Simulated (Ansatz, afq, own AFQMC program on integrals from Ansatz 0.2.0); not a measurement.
**GeH₄ (singlet): quantum Monte Carlo beside coupled cluster at distance Ge1–H2 = 4.159 Å, cc-pVDZ**

How near does AFQMC come to the top of the ladder for GeH₄ (singlet)?

Method: cc-pVDZ, frozen cores; program: Ansatz 0.2.0, Gaussian basis, and an in-house AFQMC program (afq) on its integrals; all values are calculated.

Plan: PBE (unrestricted); r2SCAN (unrestricted); PBE0 (unrestricted); B3LYP (unrestricted); wB97M-V (unrestricted); B2PLYP (unrestricted); CCSD(T) on RHF; CCSDT(Q) on RHF; Phaseless AFQMC, CISD trial on RHF; Phaseless AFQMC, CID trial on RHF; UHF; CCSD(T) on UHF; CCSDT(Q) on UHF; Phaseless AFQMC, CISD trial on UHF; Phaseless AFQMC, single-determinant trial on UHF; Phaseless AFQMC, CID trial on UHF.

3 further runs of the same task are left out: 3 that didn't finish.

## (1) The system

The geometry derives from a PBE0/def2-TZVP stationary point (not a proven minimum). One bond is set to the value named and the two fragments are kept rigid. No spin-orbit coupling is included. The filled d shell of Ge may be among the frozen orbitals whatever the setting's name suggests; the logs give the count.

5 atoms, charge 0, spin multiplicity 1.

Atoms are counted from 1 here; the program's logs count them from 0.

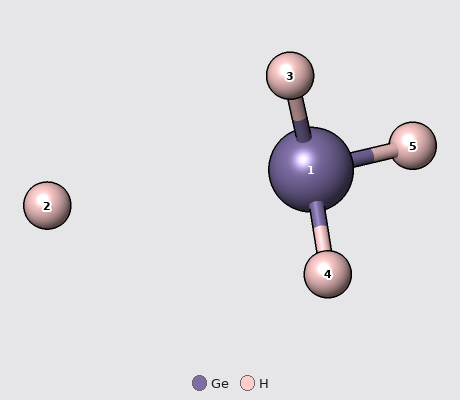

The structure; germanium purple, hydrogen pink; atoms are numbered from 1 in the order of the file.

## (2) PBE (unrestricted)

in.yaml

```yaml
crystal:
  periodic: [false, false, false]
  atoms:
    - {symbol: Ge, position_ang: [-0.019886, -0.019951, -0.019925]}
    - {symbol: H, position_ang: [2.377157, 2.384884, 2.381789]}
    - {symbol: H, position_ang: [-0.907772, -0.903972, 0.865736]}
    - {symbol: H, position_ang: [-0.903712, 0.864562, -0.909149]}
    - {symbol: H, position_ang: [0.867500, -0.907642, -0.902409]}
basis:
  gaussian: {orbitals: cc-pVDZ}
magnetization: {spin_polarized: true, initial_magnetization: 0}
hamiltonian: {xc: {name: PBE}}
output: {orbitals: {seedname: orbitals}}
```

Started as:

```
ansatz run in.yaml --threads 1 --pin off --events-out ev --progress --plain --max-ram 1382MiB
```

Log:

```text
Functional definition: PBE
  name "PBE"
  cite "Perdew, Burke & Ernzerhof, Phys. Rev. Lett. 77, 3865 (1996) doi:10.1103/PhysRevLett.77.3865"
  parent pbe
  parameter kappa = 0.804
  parameter beta = 0.06672455060314922
  exchange = pbe_x(kappa = kappa, mu = beta*pi^2/3)
  correlation = pbe_c(beta = beta)
607 factors; their error is unknown
mean field evaluation 1: about -56564.2738 eV, gradient 1.6e1 eV
mean field evaluation 2: about -56555.6046 eV, gradient 2.4e1 eV
mean field evaluation 4: about -56561.2147 eV, gradient 1.6e1 eV
mean field evaluation 8: about -56568.3835 eV, gradient 7.5e-5 eV
mean field evaluation 16: about -56569.3483 eV, gradient 1.4e-3 eV
mean field evaluation 32: about -56569.3483 eV, gradient 5.4e-5 eV
mean field -56569.34827278 eV, -2078.8852049433 hartree, gradient 1.8e-5 eV, S^2 0.987925; 3 other end points of the search recorded, 0 dependent functions left out
reference -56569.34831358 eV, -2078.8852064425 hartree; 18, 18 occupied and 29, 29 virtual orbitals, 607 factors
Total energy: -56569.34831358 eV, -2078.8852064425 hartree
```

Wall time 2.6 s (1 thread of Arm Neoverse V2, shared host).

From the report: ⟨S²⟩ of the determinant 0.988 (pure singlet: 0.00). The determinant is far from a pure spin state, so its energy mixes those of several spin states (harmless only where they are near-degenerate, as at dissociation).

## (3) r2SCAN (unrestricted)

Changes to in.yaml since step 2:

```diff
@@ -11,3 +11,2 @@
 magnetization: {spin_polarized: true, initial_magnetization: 0}
-hamiltonian: {xc: {name: PBE}}
-output: {orbitals: {seedname: orbitals}}
+hamiltonian: {xc: {name: r2SCAN}}
```

The command is unchanged.

Log (excerpt; [...] marks lines left out):

```text
Functional definition: r2SCAN
  name "r2SCAN"
  cite "Furness, Kaplan, Ning, Perdew & Sun, J. Phys. Chem. Lett. 11, 8208 (2020) doi:10.1021/acs.jpclett.0c02405"
  cite "Furness, Kaplan, Ning, Perdew & Sun, J. Phys. Chem. Lett. 11, 9248 (2020) doi:10.1021/acs.jpclett.0c03077"
  parent r2scan
[...]
607 factors; their error is unknown
[...]
mean field -56577.91629836 eV, -2079.2000740756 hartree, gradient 5.5e-5 eV, S^2 0.982597; 3 other end points of the search recorded, 0 dependent functions left out
reference -56577.91631120 eV, -2079.2000745475 hartree; 18, 18 occupied and 29, 29 virtual orbitals, 607 factors
Total energy: -56577.91631120 eV, -2079.2000745475 hartree
```

Run time: 5.5 s. Hardware: 1 thread of Arm Neoverse V2, shared host.

From the report: ⟨S²⟩ of the determinant 0.983 (pure singlet: 0.00). The determinant is far from a pure spin state, so its energy mixes those of several spin states (harmless only where they are near-degenerate, as at dissociation).

## (4) PBE0 (unrestricted)

Changes to in.yaml since step 3:

```diff
@@ -11,2 +11,3 @@
 magnetization: {spin_polarized: true, initial_magnetization: 0}
-hamiltonian: {xc: {name: r2SCAN}}
+hamiltonian: {xc: {name: PBE0}}
+output: {orbitals: {seedname: orbitals}}
```

The command is unchanged.

Log (excerpt; [...] marks lines left out):

```text
Functional definition: PBE0
  name "PBE0"
  cite "Adamo & Barone, J. Chem. Phys. 110, 6158 (1999) doi:10.1063/1.478522"
  cite "Perdew, Burke & Ernzerhof, Phys. Rev. Lett. 77, 3865 (1996) doi:10.1103/PhysRevLett.77.3865"
  parent pbe
[...]
498 factors; integrals over basis functions are off by at most 1.1e-3 eV
[...]
mean field -56571.05004794 eV, -2078.9477440269 hartree, gradient 1.7e-5 eV, S^2 0.992372; 3 other end points of the search recorded, 0 dependent functions left out
reference -56571.05007856 eV, -2078.9477451522 hartree; 18, 18 occupied and 29, 29 virtual orbitals, 498 factors
Total energy: -56571.05007856 eV, -2078.9477451522 hartree
```

Run time: 3.4 s. Hardware: 1 thread of Arm Neoverse V2, shared host.

From the report: ⟨S²⟩ of the determinant 0.992 (pure singlet: 0.00). The determinant is far from a pure spin state, so its energy mixes those of several spin states (harmless only where they are near-degenerate, as at dissociation).

## (5) B3LYP (unrestricted)

Changes to in.yaml since step 4:

```diff
@@ -11,3 +11,2 @@
 magnetization: {spin_polarized: true, initial_magnetization: 0}
-hamiltonian: {xc: {name: PBE0}}
-output: {orbitals: {seedname: orbitals}}
+hamiltonian: {xc: {name: B3LYP}}
```

The command is unchanged.

Log (excerpt; [...] marks lines left out):

```text
Functional definition: B3LYP
  name "B3LYP"
  cite "Stephens, Devlin, Chabalowski & Frisch, J. Phys. Chem. 98, 11623 (1994) doi:10.1021/j100096a001"
  cite "Becke, Phys. Rev. A 38, 3098 (1988) doi:10.1103/PhysRevA.38.3098"
  cite "Lee, Yang & Parr, Phys. Rev. B 37, 785 (1988) doi:10.1103/PhysRevB.37.785"
  cite "Vosko, Wilk & Nusair, Can. J. Phys. 58, 1200 (1980) doi:10.1139/p80-159"
[...]
498 factors; integrals over basis functions are off by at most 1.1e-3 eV
[...]
mean field -56579.69643957 eV, -2079.2654930586 hartree, gradient 8.3e-5 eV, S^2 0.982713; 3 other end points of the search recorded, 0 dependent functions left out
reference -56579.69670321 eV, -2079.2655027472 hartree; 18, 18 occupied and 29, 29 virtual orbitals, 498 factors
Total energy: -56579.69670321 eV, -2079.2655027472 hartree
```

It took 3.2 s on 1 thread of Arm Neoverse V2, shared host.

From the report: ⟨S²⟩ of the determinant 0.983 (pure singlet: 0.00). The determinant is far from a pure spin state, so its energy mixes those of several spin states (harmless only where they are near-degenerate, as at dissociation).

## (6) wB97M-V (unrestricted)

Changes to in.yaml since step 5:

```diff
@@ -11,2 +11,3 @@
 magnetization: {spin_polarized: true, initial_magnetization: 0}
-hamiltonian: {xc: {name: B3LYP}}
+hamiltonian: {xc: {name: wB97M-V}}
+output: {orbitals: {seedname: orbitals}}
```

Launched as before.

Log (excerpt; [...] marks lines left out):

```text
Functional definition: wB97M-V
  name "wB97M-V"
  cite "Mardirossian & Head-Gordon, J. Chem. Phys. 144, 214110 (2016) doi:10.1063/1.4952647"
  cite "Becke, J. Chem. Phys. 107, 8554 (1997) doi:10.1063/1.475007"
  cite "Vydrov & Van Voorhis, J. Chem. Phys. 133, 244103 (2010) doi:10.1063/1.3521275"
  # Of w^i u^j: cxij and so on, Table III.
[...]
  gx(w, u) = 1 - cx + cx01*u + cx10*w
  gss(w, u) = css00 + css04*u^4 + css10*w + css20*w^2 + css43*w^4*u^3
  gos(w, u) = cos00 + cos10*w + (cos20 + cos21*u)*w^2 + (cos60 + cos61*u)*w^6
[...]
      + integral(e_c_pw_mod_opposite_spin*gos(b97_w_opposite, b97_u_opposite)) + vv10(b, c)
498 factors; integrals over basis functions are off by at most 1.1e-3 eV
162 factors; integrals over basis functions are off by at most 9.3e-5 eV
[...]
mean field -56574.45931853 eV, -2079.0730324102 hartree, gradient 8.4e-5 eV, S^2 0.991800; 3 other end points of the search recorded, 0 dependent functions left out
reference -56574.45935861 eV, -2079.0730338830 hartree; 18, 18 occupied and 29, 29 virtual orbitals, 498 factors
Total energy: -56574.45935861 eV, -2079.0730338830 hartree
```

Run time: 22 s. Hardware: 1 thread of Arm Neoverse V2, shared host.

From the report: ⟨S²⟩ of the determinant 0.992 (pure singlet: 0.00). The determinant is far from a pure spin state, so its energy mixes those of several spin states (harmless only where they are near-degenerate, as at dissociation).

## (7) B2PLYP (unrestricted)

Changes to in.yaml since step 6:

```diff
@@ -11,3 +11,3 @@
 magnetization: {spin_polarized: true, initial_magnetization: 0}
-hamiltonian: {xc: {name: wB97M-V}}
-output: {orbitals: {seedname: orbitals}}
+hamiltonian: {xc: {name: B2PLYP}}
+correlation: {electrons: outside_noble_gas}
```

The command is unchanged.

Log (excerpt; [...] marks lines left out):

```text
Functional definition: B2PLYP
  name "B2PLYP"
  cite "Grimme, J. Chem. Phys. 124, 034108 (2006) doi:10.1063/1.2148954"
  cite "Becke, Phys. Rev. A 38, 3098 (1988) doi:10.1103/PhysRevA.38.3098"
  cite "Lee, Yang & Parr, Phys. Rev. B 37, 785 (1988) doi:10.1103/PhysRevB.37.785"
[...]
498 factors; integrals over basis functions are off by at most 1.1e-3 eV
[...]
mean field -56565.77609602 eV, -2078.7539298686 hartree, gradient 1.3e-6 eV, S^2 0.991748; 3 other end points of the search recorded, 0 dependent functions left out
14 core orbitals not correlated: weight in the atoms' cores, before any rotation towards them, 0.999 or more for the frozen orbitals, at most 0.001 for the correlated occupied ones
reference -56565.77626377 eV, -2078.7539360334 hartree; 4, 4 occupied and 29, 29 virtual orbitals, 498 factors
second order -3.09129658 eV of doubles, -0.00000000 eV of singles
Total energy: -56566.61091385 eV, -2078.7846088580 hartree
```

It took 2.7 s on 1 thread of Arm Neoverse V2, shared host.

From the report: ⟨S²⟩ of the determinant 0.992 (pure singlet: 0.00). The determinant is far from a pure spin state, so its energy mixes those of several spin states (harmless only where they are near-degenerate, as at dissociation).

## (8) CCSD(T) on RHF

Changes to in.yaml since step 7:

```diff
@@ -10,4 +10,3 @@
   gaussian: {orbitals: cc-pVDZ}
-magnetization: {spin_polarized: true, initial_magnetization: 0}
-hamiltonian: {xc: {name: B2PLYP}}
-correlation: {electrons: outside_noble_gas}
+magnetization: {spin_polarized: false}
+correlation: {method: ccsd_t, electrons: outside_noble_gas, hamiltonian_folder: ham}
```

The command is unchanged.

Log (excerpt; [...] marks lines left out):

```text
Functional definition: HF
  name "HF"
  cite "Fock, Z. Phys. 61, 126 (1930) doi:10.1007/BF01340294"
  parent pbe
[...]
498 factors; integrals over basis functions are off by at most 1.1e-3 eV
[...]
mean field -56528.99082813 eV, -2077.4020962077 hartree, gradient 1.7e-6 eV, S^2 0.000000; 3 other end points of the search recorded, 0 dependent functions left out; unrestricted orbitals would lower it
determinant -56528.99082813 eV, -2077.4020962077 hartree, with singles and doubles -56534.82098039 eV, -2077.6163503513 hartree
determinant -56527.54539923 eV, -2077.3489776753 hartree, with singles and doubles -56534.08813664 eV, -2077.5894188402 hartree
determinant -56526.54085542 eV, -2077.3120613711 hartree, with no singles and doubles
[...]
unrestricted determinant -56532.57111940 eV, -2077.5336694849 hartree, S^2 0.9981
14 core orbitals not correlated: weight in the atoms' cores, before any rotation towards them, 1.000 or more for the frozen orbitals, at most 0.000 for the correlated occupied ones
reference -56528.99082813 eV, -2077.4020962077 hartree; 4, 4 occupied and 29, 29 virtual orbitals, 498 factors
second order -4.44764840 eV of doubles, -0.00000000 eV of singles
cycle   1  -4.27437133 eV  change    -1.2e0 eV  update   1.6e-1
[...]
cycle  19  -6.43825001 eV  change    1.3e-6 eV  update   4.8e-7
perturbative correction -0.57160291 eV, -0.0210060196 hartree
WARN: these amplitudes may be one of several solutions (largest doubles amplitude 0.82, level shift 6.40 eV)
Total energy: -56536.00068106 eV, -2077.6597035513 hartree
```

Wall time 1.6 s (1 thread of Arm Neoverse V2, shared host).

From the report: correlation -7.0099 eV; T1 0.086; largest double amplitude 0.82. The report flags that the cluster equations may have other roots.

This run also writes the integrals to the folder ham.

## (9) CCSDT(Q) on RHF

Changes to in.yaml since step 8:

```diff
@@ -11,2 +11,2 @@
 magnetization: {spin_polarized: false}
-correlation: {method: ccsd_t, electrons: outside_noble_gas, hamiltonian_folder: ham}
+correlation: {method: ccsdt_q, electrons: outside_noble_gas}
```

Launched as before.

Log (excerpt; [...] marks lines left out):

```text
Functional definition: HF
  name "HF"
  cite "Fock, Z. Phys. 61, 126 (1930) doi:10.1007/BF01340294"
  parent pbe
[...]
896 factors; integrals over basis functions are off by at most 2.0e-7 eV
[...]
mean field -56528.99092655 eV, -2077.4020998246 hartree, gradient 2.2e-6 eV, S^2 0.000000; 3 other end points of the search recorded, 0 dependent functions left out; unrestricted orbitals would lower it
determinant -56528.99092655 eV, -2077.4020998246 hartree, with singles and doubles -56534.82107794 eV, -2077.6163539362 hartree
determinant -56527.54550060 eV, -2077.3489814004 hartree, with singles and doubles -56534.08823622 eV, -2077.5894224999 hartree
determinant -56526.54095574 eV, -2077.3120650579 hartree, with no singles and doubles
[...]
unrestricted determinant -56532.57121957 eV, -2077.5336731662 hartree, S^2 0.9981
14 core orbitals not correlated: weight in the atoms' cores, before any rotation towards them, 1.000 or more for the frozen orbitals, at most 0.000 for the correlated occupied ones
reference -56528.99092655 eV, -2077.4020998246 hartree; 4, 4 occupied and 29, 29 virtual orbitals, 896 factors
second order -4.44770946 eV of doubles, -0.00000000 eV of singles
cycle   1  -4.27439858 eV  change    -1.2e0 eV  update   1.6e-1
[...]
cycle  21  -6.81694291 eV  change    9.6e-8 eV  update   8.6e-8
perturbative correction -0.02703606 eV, -0.0009935568 hartree
WARN: these amplitudes may be one of several solutions (largest doubles amplitude 0.88, level shift 6.40 eV)
Total energy: -56535.83490552 eV, -2077.6536114125 hartree
```

Wall time 4.8 s (1 thread of Arm Neoverse V2, shared host).

From the report: correlation -6.8440 eV; T1 0.085; largest double amplitude 0.88. The report flags that the cluster equations may have other roots.

## (10) Phaseless AFQMC, CISD trial on RHF

It reads the integrals that the CCSD(T) run on this determinant wrote.

Started as:

```
afq ham --method phaseless --trial cisd --walkers 60 --populations 1 --least-time 40 --time-step 0.005 --steps-per-block 50 --equilibration-blocks 40 --max-blocks 300 --target-error 0.00068 --factor-cut 1e-05 --seed 1557 --release-times 0.24,0.51,0.99,1.62,2.4 --release-step 0.03 --release-every 4 --taylor-order 6
```

Log:

```text
orbitals 33  electrons 4 4  factors 242 of 498
reference energy -2077.40209621 Eh
CCSD correlation -0.23660117 Eh in 12 cycles, weight of the determinant in the CISD state 0.5515
energy of the start -2077.638697 Eh
 block  time / (1/Eh)  mean weight  energy / Eh
     1     0.250  0.9999  -2077.634762
     2     0.500  0.9986  -2077.634343
     3     0.750  0.9991  -2077.635843
     4     1.000  1.0002  -2077.636649
     5     1.250  0.9998  -2077.637207
     6     1.500  1.0002  -2077.638797
     7     1.750  1.0002  -2077.640291
     8     2.000  0.9993  -2077.642458
     9     2.250  1.0028  -2077.643818
    10     2.500  0.9981  -2077.645316
    17     4.250  0.9999  -2077.649612
    25     6.250  1.0000  -2077.659319
    33     8.250  1.0000  -2077.647463
    41    10.250  0.9986  -2077.643817
    49    12.250  0.9999  -2077.647929
    57    14.250  0.9997  -2077.666828
    65    16.250  0.9997  -2077.650126
    73    18.250  0.9985  -2077.642910
    81    20.250  0.9979  -2077.641293
    89    22.250  0.9993  -2077.653201
    97    24.250  0.9986  -2077.653367
   105    26.250  0.9989  -2077.647821
   113    28.250  0.9996  -2077.648606
   121    30.250  0.9989  -2077.643647
   129    32.250  1.0023  -2077.643016
   137    34.250  1.0024  -2077.638190
   145    36.250  1.0010  -2077.639279
   153    38.250  0.9992  -2077.652728
   161    40.250  1.0012  -2077.655275
   169    42.250  0.9978  -2077.650580
   177    44.250  0.9977  -2077.650509
   185    46.250  1.0008  -2077.636894
   193    48.250  1.0004  -2077.640321
   201    50.250  0.9989  -2077.644023
   209    52.250  0.9990  -2077.643716
   217    54.250  0.9987  -2077.652067
   225    56.250  1.0014  -2077.649695
   233    58.250  1.0000  -2077.655726
   241    60.250  0.9996  -2077.646733
   249    62.250  1.0001  -2077.641891
   257    64.250  0.9987  -2077.650385
   265    66.250  0.9989  -2077.636959
   273    68.250  0.9991  -2077.651350
   281    70.250  0.9997  -2077.653612
   289    72.250  0.9999  -2077.646754
   297    74.250  0.9999  -2077.641428
   305    76.250  1.0004  -2077.645217
   313    78.250  1.0011  -2077.640207
   321    80.250  0.9996  -2077.651028
   329    82.250  1.0001  -2077.642799
   337    84.250  0.9995  -2077.650761
blocks merged  error / Eh  count
     1  0.000458  300
     2  0.000552  150
     4  0.000649  75
     8  0.000677  37
    16  0.000845  18
    32  0.000985  9
released: time / (1/Eh)  energy / Eh  error  mean overlap
  0.24  -2077.647327  0.001180  1.0034
  0.51  -2077.646814  0.000833  1.0175
  0.99  -2077.647511  0.000902  1.0146
  1.62  -2077.649276  0.000951  0.9971
  2.40  -2077.647231  0.001265  1.0054
energy -2077.647036 +/- 0.000845 Eh
```

It took 1.7 min on 1 thread of Arm Neoverse V2, shared host.

Energy -56535.6560 ± 0.0230 eV. Caveats: constraint bias not in the error; other roots.

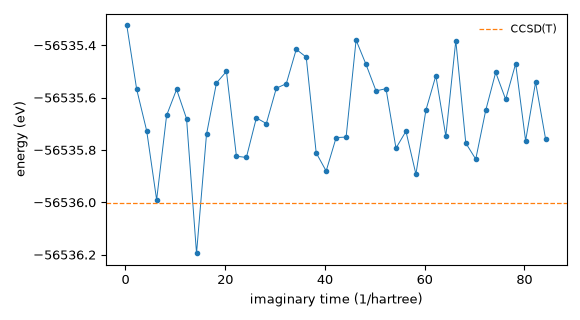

Block energies along the walk.

## (11) Phaseless AFQMC, CID trial on RHF (settings varied)

It reads the integrals that the CCSD(T) run on this determinant wrote.

Started as:

```
afq ham --method phaseless --trial cid --walkers 10 --populations 1 --least-time 40 --time-step 0.01 --steps-per-block 50 --equilibration-blocks 6 --max-blocks 120 --target-error 0.00136 --factor-cut 1e-06 --seed 9877 --taylor-order 6
```

Log:

```text
orbitals 33  electrons 4 4  factors 281 of 498
reference energy -2077.40209621 Eh
CCSD correlation -0.23660117 Eh in 12 cycles, weight of the determinant in the CISD state 0.5515
energy of the start -2077.643606 Eh
 block  time / (1/Eh)  mean weight  energy / Eh
     1     0.500  0.9933  -2077.626830
     2     1.000  1.0028  -2077.630596
     3     1.500  1.0095  -2077.625117
     4     2.000  0.9994  -2077.635585
     5     2.500  0.9991  -2077.631687
     6     3.000  1.0038  -2077.630290
     7     3.500  1.0034  -2077.631263
     8     4.000  1.0056  -2077.630671
     9     4.500  0.9979  -2077.625087
    10     5.000  1.0045  -2077.632852
    13     6.500  1.0008  -2077.644152
    16     8.000  1.0009  -2077.673148
    19     9.500  1.0021  -2077.643772
    22    11.000  0.9813  -2077.642439
    25    12.500  1.0108  -2077.631422
    28    14.000  0.9972  -2077.690573
    31    15.500  1.0036  -2077.635521
    34    17.000  1.0032  -2077.650816
    37    18.500  0.9925  -2077.643474
    40    20.000  0.9963  -2077.668585
    43    21.500  0.9979  -2077.681592
    46    23.000  1.0065  -2077.625615
    49    24.500  1.0006  -2077.695611
    52    26.000  1.0028  -2077.624719
    55    27.500  0.9965  -2077.597539
    58    29.000  1.0012  -2077.638700
    61    30.500  1.0032  -2077.636248
    64    32.000  0.9983  -2077.628013
    67    33.500  0.9935  -2077.685416
    70    35.000  1.0106  -2077.709846
    73    36.500  0.9948  -2077.608823
    76    38.000  1.0013  -2077.661737
    79    39.500  1.0009  -2077.659787
    82    41.000  1.0077  -2077.664118
    85    42.500  0.9957  -2077.633115
    88    44.000  0.9998  -2077.643768
    91    45.500  0.9991  -2077.642628
    94    47.000  1.0028  -2077.672412
    97    48.500  1.0098  -2077.633803
   100    50.000  1.0065  -2077.710432
   103    51.500  0.9931  -2077.666626
   106    53.000  0.9988  -2077.661020
   109    54.500  0.9937  -2077.639031
   112    56.000  0.9908  -2077.619669
   115    57.500  1.0073  -2077.637089
   118    59.000  0.9950  -2077.690301
   121    60.500  0.9968  -2077.584156
   124    62.000  1.0060  -2077.603819
blocks merged  error / Eh  count
     1  0.002229  120
     2  0.002536  60
     4  0.002650  30
     8  0.002807  15
energy -2077.648851 +/- 0.002650 Eh
```

Wall time 7.3 s (1 thread of Arm Neoverse V2, shared host).

Energy -56535.7054 ± 0.0721 eV. Caveats: constraint bias not in the error; error above the target; other roots.

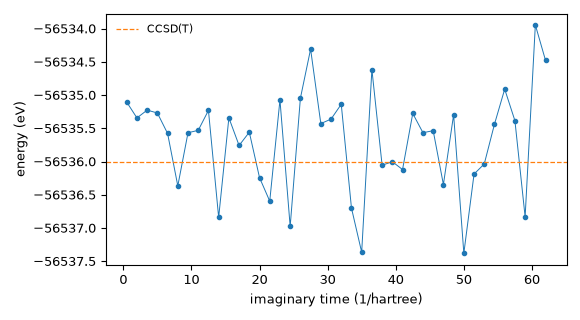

Block energies along the walk.

(Part 1 of 2 ends here.)
